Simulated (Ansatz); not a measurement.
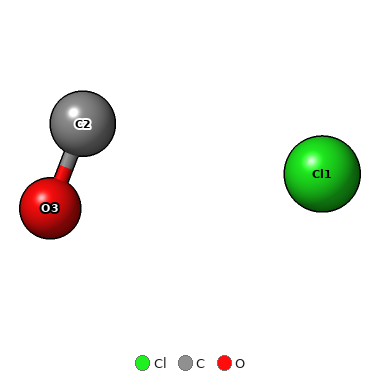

The system is the pair Cl···CO, charge −1; the picture shows the reference structure. 
- The first coordinate is: separation of C2 and Cl1 along their line in the relaxed pair; the second: sideways slip of Cl1.
- Nothing is relaxed (both partners rigid).
- The grid has 11 × 11 points.
- Points are written as (first, second).
- Energies: kJ/mol, counted from the lowest grid point.
- These are results of RKS wB97X-V/def2-SVPD (Ansatz), not measurements.

Its coordinates:

```yaml
atoms:
  - { symbol: Cl, position_ang: [0.2192, -0.0081, -2.1271] }
  - { symbol: C, position_ang: [0.4425, -0.0162, 0.9310] }
  - { symbol: O, position_ang: [-0.6617, 0.0243, 1.1961] }
```

Range: separation of C2 and Cl1 along their line in the relaxed pair from 2.576 to 3.976 Å; sideways slip of Cl1 from −1.5 to 1.5 Å.

Q: Predict the map.

A: The lowest grid point is at (3.106 Å, 0.0 Å). No other kind of well shows on this grid. The highest grid point, (2.576 Å, −1.2 Å), lies 24.9 kJ/mol above the lowest. Round the minimum the valley is somewhat tilted: raising the first coordinate shifts the best value of sideways slip of Cl1 downwards (coupling k₁₂/√(k₁₁k₂₂) about 0.4).

```tsv
second ↓, first →	2.576	2.631	2.723	2.835	2.964	3.106	3.260	3.425	3.600	3.784	3.976
1.5	12.1	11.2	10.0	9.1	8.6	8.5	8.8	9.3	9.9	10.7	11.5
1.2	10.8	9.5	7.9	6.8	6.3	6.2	6.7	7.4	8.3	9.3	10.3
0.9	9.3	7.7	5.8	4.5	3.9	4.0	4.6	5.5	6.7	7.9	9.1
0.6	8.3	6.4	4.1	2.5	1.8	2.0	2.7	3.8	5.2	6.6	8.0
0.3	8.5	6.2	3.4	1.4	0.5	0.6	1.3	2.6	4.0	5.6	7.2
0.0	10.8	7.9	4.3	1.6	0.2	0.0	0.6	1.8	3.3	5.0	6.6
−0.3	15.2	11.4	6.8	3.2	1.1	0.4	0.7	1.7	3.1	4.7	6.3
−0.6	20.3	15.7	10.0	5.5	2.7	1.4	1.3	2.1	3.3	4.8	6.4
−0.9	24.1	19.1	12.8	7.7	4.4	2.8	2.4	2.9	3.9	5.3	6.7
−1.2	24.9	20.2	14.1	9.1	5.8	4.1	3.6	3.9	4.8	6.0	7.3
−1.5	22.9	18.9	13.8	9.6	6.7	5.2	4.7	5.0	5.8	6.8	8.0
```

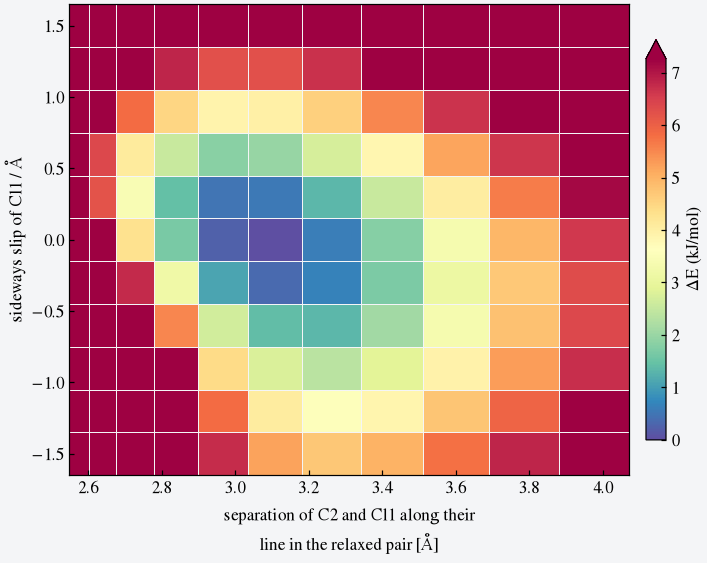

The picture shows one coloured cell a grid point, one colour for all values above the top of the scale.

The whole map (121 points run) took 8.3 min on 1 thread of Intel(R) Xeon(R) Platinum 8488C (Sapphire Rapids), with other jobs on the host.
